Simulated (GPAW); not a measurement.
A computed O K-edge spectrum of one site in a crystal of Mo, Na and O, with its zero at a photon energy of about 525.8 eV (raw 534.7 eV, less 8.8 eV of added terms; LDA puts this hole about 4 eV below PBE, itself good to a few eV). Method: GPAW, LDA, full core hole (charged cell) in a small cell, dipole transitions, broadening that rises with energy.

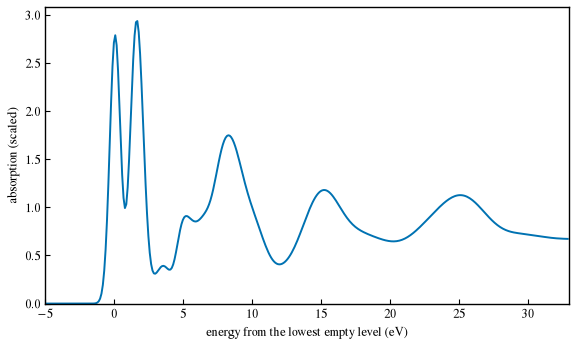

Energy from the lowest empty level; intensity scaled to a mean of 1 over the first 20 eV.

**Question.** What surroundings does the absorber have?

A K edge sees empty p states; the first features are O p mixed into the empty d states of the Mo neighbours, and the broad ones above probably into the cations' higher empty bands. It is atom 7 of Na2MoO4 (Fd-3m), with 1 Mo at 1.77 Å (terminal, site symmetry 3m). Its main maxima below 24 eV lie at 0.1 eV (2.79), 1.7 eV (2.94), 8.3 eV (1.75) and 15.2 eV (1.18). A near-edge spectrum doesn't fix the structure by itself; it is matched against candidates. The holes are only 6.4 Å apart, so the shape is probably not converged with cell size; no larger cell was run here. The mesh is coarse (0.30 Å⁻¹ between points), so small maxima may be mesh ripples. Lifetime broadening is put in by hand, and intensities beyond about 20 eV depend on it and on the partial waves. The structure is a published determination, not relaxed.

[Hosts, paths, dates, database ids (printed as entryN), source tags and the programs' standing remarks are cut or masked in the printed files.]

[Lists of maxima count a maximum above −3 eV only where it reaches 4 % of the highest in the window and stands out from its surroundings by 2 % of it (1.5 % where it reaches 55 %); shoulders and weaker maxima are passed over, and of the rest the first, up to two pre-edge ones and the few strongest are named.]
